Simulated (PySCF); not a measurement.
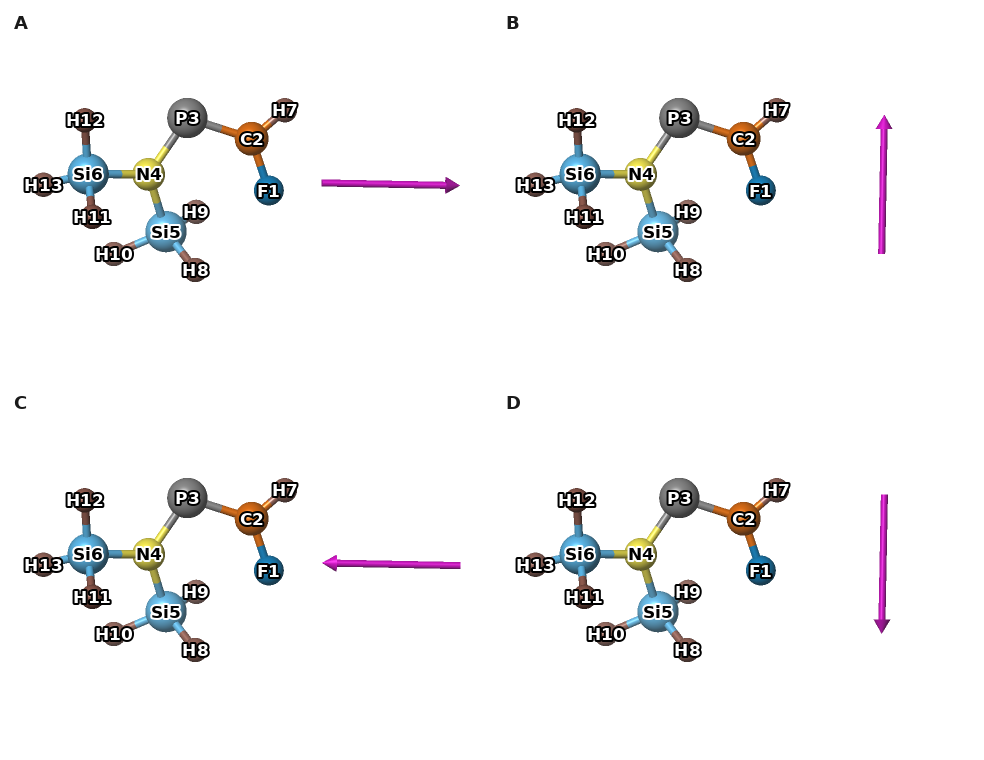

The same molecule four times, each with an arrow. The geometry was computed by an optimisation with GFN2-xTB. No frequency run is at hand to confirm it as a minimum. Properties computed with CAM-B3LYP/def2-SVPD, gas phase (PySCF 2.14.0).

Which arrow points along the dipole moment, from the negative to the positive end?

C. The dipole moment is 0.78 D; it points from the side of H7 to the side of H13 (the outermost atoms at the two ends).

The geometry is semi-empirical. Around P, Si such bond lengths and angles can be off by a tenth of an ångström or more and by several degrees, and values that hang on the shape move with them.
